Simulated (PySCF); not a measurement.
**C5H8, SMILES `C1C2CC1C2`: what the electrons do**

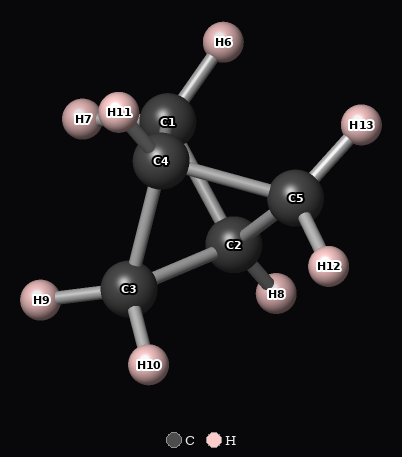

The molecule, with its atoms numbered as below. No frequency check shows the geometry to be a minimum.

Coordinates in Å:

```
C1      -0.3153   -1.1826   -0.0017
C2       0.0001   -0.0016    0.9297
C3      -0.8666    0.8643    0.0014
C4      -0.0001    0.0016   -0.9296
C5       1.1818    0.3182    0.0001
H6       0.3916   -2.0101   -0.0023
H7      -1.3402   -1.5484   -0.0018
H8       0.0004   -0.0040    2.0147
H9      -1.9366    0.6660    0.0006
H10     -0.6708    1.9349    0.0023
H11     -0.0002    0.0040   -2.0145
H12      1.5450    1.3441    0.0017
H13      2.0111   -0.3865   -0.0002
```

## 1. Bonding charge

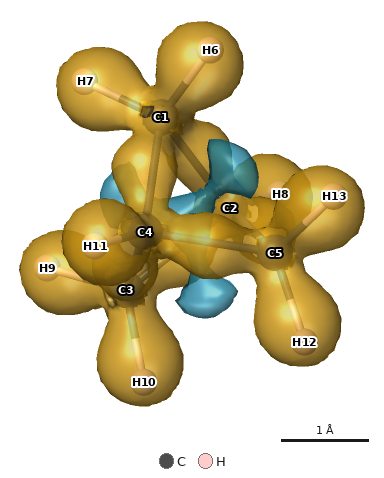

Deformation density (molecule less spherical, spin-averaged free atoms at the same positions), surfaces at ±0.15 e/Å³; yellow: gain, teal: loss.

Method: CAM-B3LYP/def2-SVPD; geometry: GFN2-xTB; program: PySCF.

> How much density has each bond gained at its critical point, relative to the free atoms?

C2–H8 and C4–H11: +0.72 e/Å³ at the bond critical point (bond length 1.08 Å). C5–H13, C1–H7, C3–H9, C1–H6 and 2 more like them: +0.71 e/Å³ at the bond critical point (bond length 1.09 Å). C4–C5, C1–C2, C3–C4, C2–C3 and 2 more like them: +0.42 e/Å³ at the bond critical point (bond length 1.54 Å). In all, 2.9 electrons gather in the regions of gain relative to the promolecule.

> Where do the Hirshfeld charges lie?

The highest Hirshfeld charge is on H8 and H11 (+0.04 e), the lowest on C1, C3 and C5 (−0.07 e).

```json
{"atom": "C1", "charge (e)": "−0.07"}
{"atom": "C2", "charge (e)": "−0.02"}
{"atom": "C3", "charge (e)": "−0.07"}
{"atom": "C4", "charge (e)": "−0.02"}
{"atom": "C5", "charge (e)": "−0.07"}
{"atom": "H6", "charge (e)": "+0.03"}
{"atom": "H7", "charge (e)": "+0.03"}
{"atom": "H8", "charge (e)": "+0.04"}
{"atom": "H9", "charge (e)": "+0.03"}
{"atom": "H10", "charge (e)": "+0.03"}
{"atom": "H11", "charge (e)": "+0.04"}
{"atom": "H12", "charge (e)": "+0.03"}
{"atom": "H13", "charge (e)": "+0.03"}
```

## 2. Bond critical points

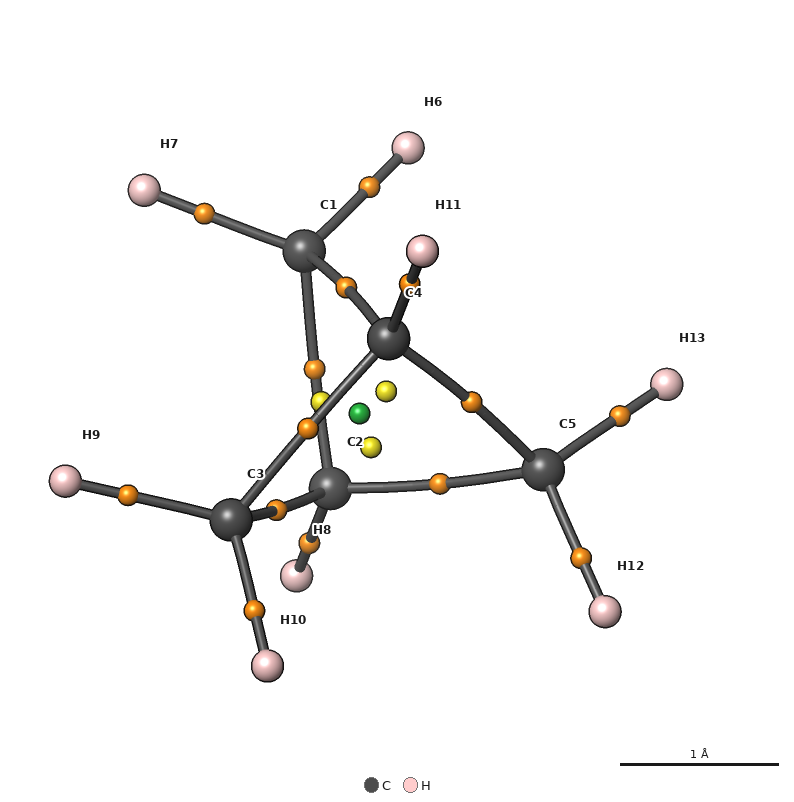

Molecular graph of the electron density (QTAIM): bond paths, bond critical points (orange), ring points (yellow, if any) and cage points (green); weak paths are dashed.

> How many critical points of each kind are there, and does the count close?

13 nuclei, 14 bond, 3 ring and 1 cage critical points: 13 − 14 + 3 − 1 = 1, as the Poincaré–Hopf relation requires.

> What does the calculation give at each kind of bond critical point?

```csv
bond,length (Å),ρ (a.u.),∇²ρ (a.u.),ε,H (a.u.)
C2–H8 (2 alike),1.085,0.281,−1.05,0.00,−0.303
C5–H13 (6 alike),1.088,0.280,−1.03,0.01,−0.301
C4–C5 (6 alike),1.537,0.240,−0.52,0.00,−0.194
```

> What kind of interaction is C5–H13?

Shared-shell (covalent): ρ = 0.280, ∇²ρ = −1.03, H = −0.301 a.u.

## 3. Local ionisation energy

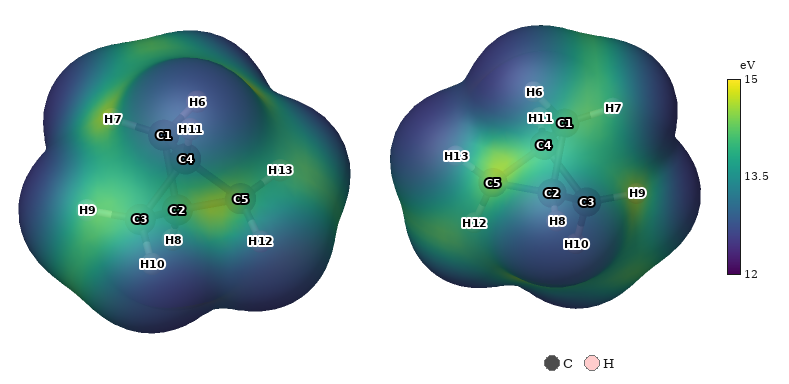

Average local ionisation energy on the surface of electron density 0.001 a.u. (back view left, front view right).

> Locate the minima of the map.

The lowest value is 12.6 eV, 1.4 Å from H12, and at like points elsewhere. For comparison, the highest occupied orbital lies at −10.0 eV.

> What volume does the surface enclose, and what is the dipole moment?

About 108 Å³; the dipole moment is 0.0 D.

## 4. Excited states

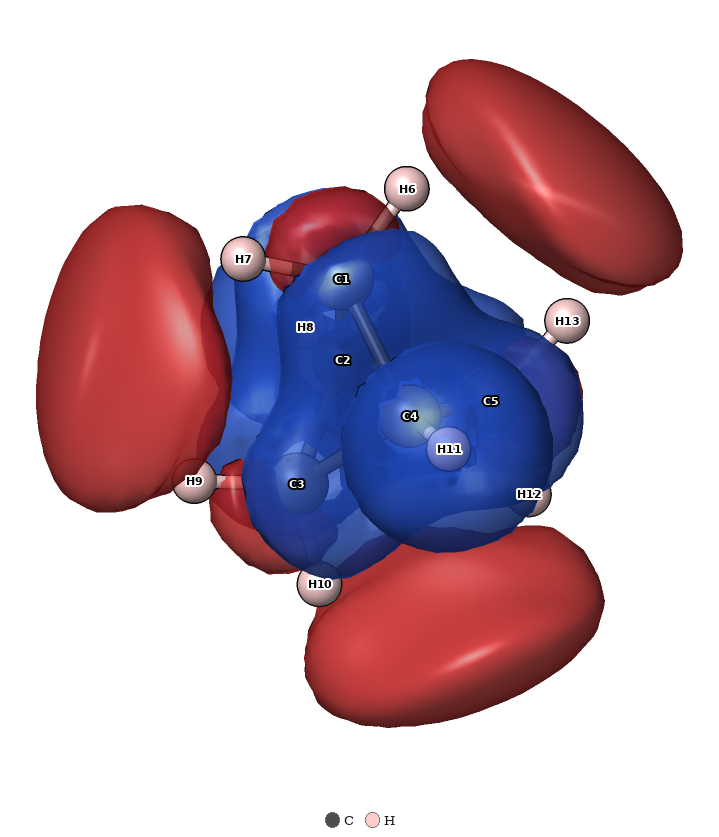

Unrelaxed difference density of S₁ less the ground state (TDA singlet states), ±0.005 e/Å³; red: gain, blue: loss.

Level of theory: CAM-B3LYP/def2-SVPD (PySCF), at a geometry from GFN2-xTB.

> How does the charge move on excitation?

0.86 e is displaced in all, largely into diffuse regions outside the molecule. The state: 8.67 eV (143 nm), f = 0.043, diffuse (Rydberg-like) orbital; the leading pair carries 97 %; hole on C2 and C4 (20 % each), H8 and H11 (13 % each) and C1, C3 and C5 (10 % each), electron on H8 and H11 (10 % each), H6, H7, H9, H10, H12 and H13 (9 % each) and C1, C3 and C5 (6 % each) (atom shares of so diffuse an orbital are rough); their centroids lie 0.0 Å apart.

## 5. Magnetic shielding

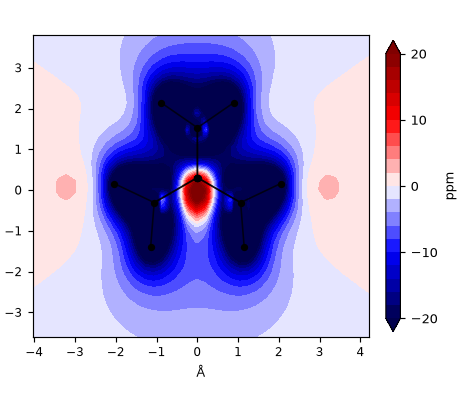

NICSzz (the component normal to the ring) in a plane perpendicular to the 4-membered ring C1/C2/C3/C4; GIAO shieldings; atoms are projected onto the map; negative values mean shielding.

Computed with PySCF, CAM-B3LYP/6-31G*, geometry: GFN2-xTB.

> Classify the ring and give its NICS values.

It is shielded above its centre; its σ bonds alone give such values, so they don't measure π aromaticity: NICS(0) = −10.8, NICS(1) = −30.6 and −3.5, NICS(1)zz = −23.9 and −3.4 (two faces) ppm.

The PySCF runs shown took 13 s, 4.3 min and 33 s on 1 thread of Intel(R) Xeon(R) 6975P-C (Granite Rapids), on a shared host.
